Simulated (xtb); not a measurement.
Frequency calculation, with input and output: CuN$_{2}$H$_{10}$O$_{2}$ (charge +2) (part 2 of 2)

CuN$_{2}$H$_{10}$O$_{2}$, charge +2, multiplicity 2; GFN2-xTB (xtb 6.7.1 later snapshot). The geometry was optimised with GFN2-xTB.

Geometry of the input (Å):
```
Cu -0.0978  -0.0976  0.0019
N  1.9448  -0.1449  -0.0138
H  2.2344  -1.1241  -0.0627
H  2.3600  0.2496  0.8312
H  2.3569  0.3313  -0.8171
N  -0.1396  1.9454  -0.0164
H  0.3595  2.3705  0.7660
H  -1.1163  2.2387  0.0541
H  0.2327  2.3441  -0.8793
O  -2.1425  -0.0535  0.0225
H  -2.6495  -0.3203  0.8036
H  -2.6633  -0.2852  -0.7608
O  -0.0595  -2.1426  0.0157
H  -0.3342  -2.6620  -0.7544
H  -0.2857  -2.6496  0.8095
```

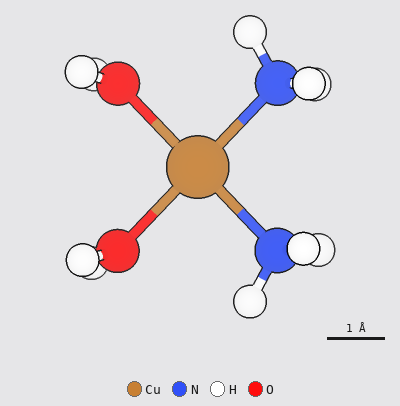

**Figure 1.** The structure (ball-and-stick view, seen on its broad side). Sticks mark near contacts.

## What the program printed, continued
```
 Mol. C6AA /au·bohr⁶  :       1580.939726
 Mol. C8AA /au·bohr⁸  :      50624.015226
 Mol. α(0) /au        :         68.814233

Wiberg/Mayer (AO) data.
largest (>0.10) Wiberg bond orders for each atom

 ---------------------------------------------------------------------------
     #   Z sym  total        # sym  WBO       # sym  WBO       # sym  WBO
 ---------------------------------------------------------------------------
     1  29      2.088 --     2      0.599     6      0.599    10      0.413
                            13      0.413
     2   7      3.458 --     5      0.924     4      0.924     3      0.918
                             1      0.599
     3   1      0.930 --     2      0.918
     4   1      0.933 --     2      0.924
     5   1      0.933 --     2      0.924
     6   7      3.458 --     7      0.924     9      0.924     8      0.918
                             1      0.599
     7   1      0.933 --     6      0.924
     8   1      0.930 --     6      0.918
     9   1      0.933 --     6      0.924
    10   8      2.172 --    12      0.852    11      0.852     1      0.413
    11   1      0.860 --    10      0.852
    12   1      0.860 --    10      0.852
    13   8      2.172 --    15      0.852    14      0.852     1      0.413
    14   1      0.860 --    13      0.852
    15   1      0.860 --    13      0.852
 ---------------------------------------------------------------------------

Topologies differ in total number of bonds
Writing topology from bond orders to xtbtopo.mol

molecular dipole:
                 x           y           z       tot (Debye)
 q only:       -0.238      -0.238       0.002
   full:       -0.503      -0.502       0.006       1.806
molecular quadrupole (traceless):
                xx          xy          yy          xz          yz          zz
 q only:        8.738       3.631       8.721      -0.133      -0.371     -17.459
  q+dip:        9.699       5.213       9.674      -0.130      -0.448     -19.374
   full:        9.232       5.295       9.204      -0.110      -0.448     -18.436

           -------------------------------------------------
          |               Frequency Printout                |
           -------------------------------------------------
 projected vibrational frequencies (cm⁻¹)
eigval :       -0.00    -0.00    -0.00    -0.00     0.00     0.00
eigval :       23.20    37.43    90.72   133.37   134.57   147.50
eigval :      152.35   159.56   177.12   182.65   339.02   359.28
eigval :      374.85   388.41   508.02   511.93   544.97   576.85
eigval :      607.64   610.23   623.21  1238.31  1264.02  1438.06
eigval :     1442.95  1448.62  1460.88  1461.43  1465.46  3348.24
eigval :     3349.67  3359.13  3366.13  3369.70  3372.68  3468.25
eigval :     3472.13  3493.61  3499.20
 reduced masses (amu)
    1:      3.94    2:      6.07    3:      4.26    4:      5.49    5:      7.35    6:      5.45
    7:      1.28    8:      1.98    9:      1.02   10:      4.37   11:      5.60   12:      4.99
   13:      1.05   14:      3.87   15:      1.09   16:      5.02   17:      1.31   18:      6.27
   19:      5.61   20:      3.97   21:      1.12   22:      1.12   23:      1.10   24:      1.12
   25:      1.15   26:      1.12   27:      1.14   28:      1.17   29:      1.16   30:      1.09
   31:      1.07   32:      1.09   33:      1.07   34:      1.07   35:      1.07   36:      1.06
   37:      1.08   38:      1.05   39:      1.09   40:      1.09   41:      1.04   42:      1.09
   43:      1.09   44:      1.04   45:      1.04
 IR intensities (km·mol⁻¹)
    1:      3.76    2:     20.19    3:      7.05    4:     14.68    5:     25.69    6:     15.91
    7:      0.00    8:      0.00    9:      7.89   10:      5.39   11:      0.70   12:      0.07
   13:      0.01   14:      5.79   15:     77.74   16:      3.20   17:    384.13   18:      6.40
   19:      0.77   20:    200.86   21:     69.39   22:     86.59   23:     43.21   24:      0.04
   25:     92.60   26:     49.21   27:    211.57   28:    148.88   29:    160.79   30:     75.11
   31:     34.01   32:    291.41   33:     23.48   34:     28.73   35:    176.65   36:    195.28
   37:     27.18   38:     13.05   39:      0.36   40:    144.00   41:    132.13   42:      0.22
   43:    343.00   44:     43.45   45:    219.80
 Raman intensities (Ä⁴*amu⁻¹)
    1:      0.00    2:      0.00    3:      0.00    4:      0.00    5:      0.00    6:      0.00
    7:      0.00    8:      0.00    9:      0.00   10:      0.00   11:      0.00   12:      0.00
   13:      0.00   14:      0.00   15:      0.00   16:      0.00   17:      0.00   18:      0.00
   19:      0.00   20:      0.00   21:      0.00   22:      0.00   23:      0.00   24:      0.00
Molecule has the following symmetry elements: (C2)
It seems to be the C2 point group
   25:      0.00   26:      0.00   27:      0.00   28:      0.00   29:      0.00   30:      0.00
   31:      0.00   32:      0.00   33:      0.00   34:      0.00   35:      0.00   36:      0.00
   37:      0.00   38:      0.00   39:      0.00   40:      0.00   41:      0.00   42:      0.00
   43:      0.00   44:      0.00   45:      0.00
 output can be read by thermo (or use thermo option).
 writing <g98.out> molden fake output.
 recommended (thermochemical) frequency scaling factor: 1.0
           -------------------------------------------------
          |             Thermodynamic Functions             |
           -------------------------------------------------

c2  symmetry found (for desy threshold:  0.10E+00) used in thermo

          ...................................................
          :                      SETUP                      :
          :.................................................:
          :  # frequencies                          39      :
          :  # imaginary freq.                       0      :
          :  linear?                             false      :
          :  only rotor calc.                    false      :
          :  symmetry                               c2      :
          :  rotational number                       2      :
          :  scaling factor                  1.0000000      :
          :  rotor cutoff                   50.0000000 cm⁻¹ :
          :  imag. cutoff                  -20.0000000 cm⁻¹ :
          :.................................................:

    mode    ω/cm⁻¹     T·S(HO)/kcal·mol⁻¹    T·S(FR)/kcal·mol⁻¹   T·S(vib)
   ------------------------------------------------------------------------
       1     23.20    -1.89024 (  4.43%)    -1.28308 ( 95.57%)    -1.30996
       2     37.43    -1.60727 ( 23.89%)    -1.14173 ( 76.11%)    -1.25296
       3     90.72    -1.08661 ( 91.55%)    -0.87981 (  8.45%)    -1.06914
       4    133.37    -0.86371 ( 98.06%)    -0.76574 (  1.94%)    -0.86181
       5    134.57    -0.85856 ( 98.13%)    -0.76307 (  1.87%)    -0.85677
       6    147.50    -0.80628 ( 98.70%)    -0.73592 (  1.30%)    -0.80536
       7    152.35    -0.78792 ( 98.85%)    -0.72634 (  1.15%)    -0.78721
       8    159.56    -0.76177 ( 99.04%)    -0.71265 (  0.96%)    -0.76131
       9    177.12    -0.70321 ( 99.37%)    -0.68174 (  0.63%)    -0.70308
      10    182.65    -0.68608 ( 99.44%)    -0.67262 (  0.56%)    -0.68600
   ------------------------------------------------------------------------

   temp. (K)  partition function   enthalpy   heat capacity  entropy
                                   cal/mol     cal/K/mol   cal/K/mol   J/K/mol
 298.15  VIB  0.514E+05             6055.672     32.081     38.656
         ROT  0.110E+06              888.727      2.981     26.057
         INT  0.568E+10             6944.399     35.062     64.713
         TR   0.473E+26             1481.212      4.968     40.582
         TOT                        8425.6114    40.0301   105.2952   440.5551

       T/K    H(0)-H(T)+PV         H(T)/Eh          T*S/Eh         G(T)/Eh
   ------------------------------------------------------------------------
    298.15    0.134271E-01    0.131895E+00    0.500291E-01    0.818656E-01
   ------------------------------------------------------------------------

         :::::::::::::::::::::::::::::::::::::::::::::::::::::
         ::                  THERMODYNAMIC                  ::
         :::::::::::::::::::::::::::::::::::::::::::::::::::::
         :: total free energy         -21.919627302991 Eh   ::
         ::.................................................::
         :: total energy              -22.001492946876 Eh   ::
         :: zero point energy           0.118467719380 Eh   ::
         :: G(RRHO) w/o ZPVE           -0.036602075495 Eh   ::
         :: G(RRHO) contrib.            0.081865643885 Eh   ::
         :::::::::::::::::::::::::::::::::::::::::::::::::::::

           -------------------------------------------------
          | TOTAL ENERGY              -22.001492946876 Eh   |
          | TOTAL ENTHALPY            -21.869598161015 Eh   |
          | TOTAL FREE ENERGY         -21.919627302991 Eh   |
          | GRADIENT NORM               0.000043769867 Eh/α |
          | HOMO-LUMO GAP               8.567185178584 eV   |
           -------------------------------------------------

------------------------------------------------------------------------
------------------------------------------------------------------------
 total:
 *  cpu-time:     0 d,  0 h,  0 min,  0.348 sec
 * ratio c/w:     1.000 speedup
 SCF:
 *  cpu-time:     0 d,  0 h,  0 min,  0.005 sec
 * ratio c/w:     1.000 speedup
 analytical hessian:
 *  cpu-time:     0 d,  0 h,  0 min,  0.335 sec
 * ratio c/w:     1.000 speedup
```

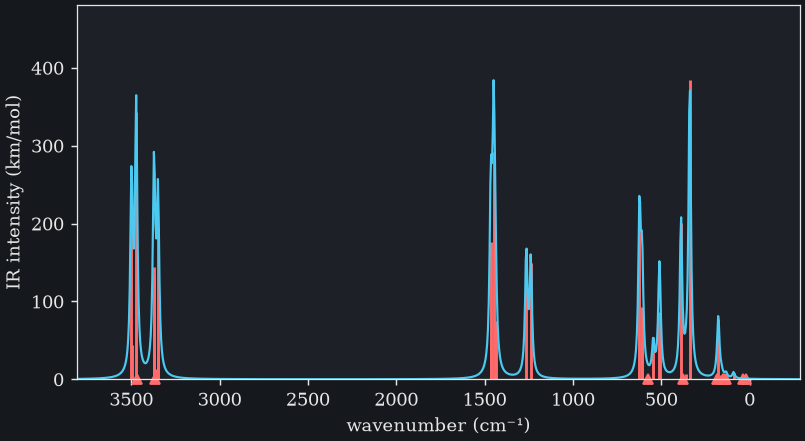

**Figure 2.** Harmonic infrared spectrum, unscaled: sticks (degenerate modes added up, dark ones marked on the axis) with a Lorentzian envelope of 16 cm⁻¹ full width, scaled to the tallest stick. 39 modes from 23 to 3499 cm⁻¹, none imaginary. The strongest line is at 339 cm⁻¹ (384 km/mol).

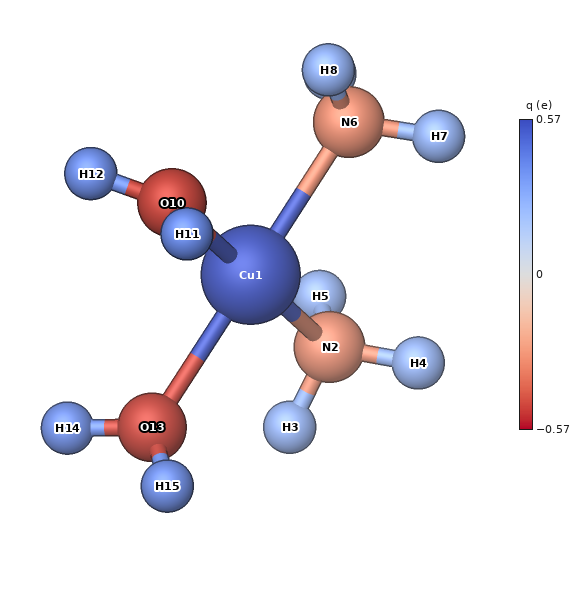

**Figure 3.** Mulliken charges, as the colour of each atom (ball-and-stick view, seen at a tilt; atoms are numbered from 1 in the order of the input). By element: Cu +0.54, N −0.32, H +0.26 to +0.37 and O −0.48 e.

## Summary

```csv
quantity,value
outcome,converged
electrons treated,41
total energy,−22.001493 hartree
dispersion energy,−0.005759 hartree
basis functions,36
zero-point energy,0.118468 hartree
"wavenumbers, lowest and highest",23 and 3499 cm⁻¹
peak memory,0.073 GiB
```

Settings chosen away from the usual ones: method = gfn2-xtb; task = frequencies; x = {"hess_step": 0.005}; geo = {"prev": "A"}. The record of the run, not the program, notes: no spin polarisation: high-spin states lie too high.
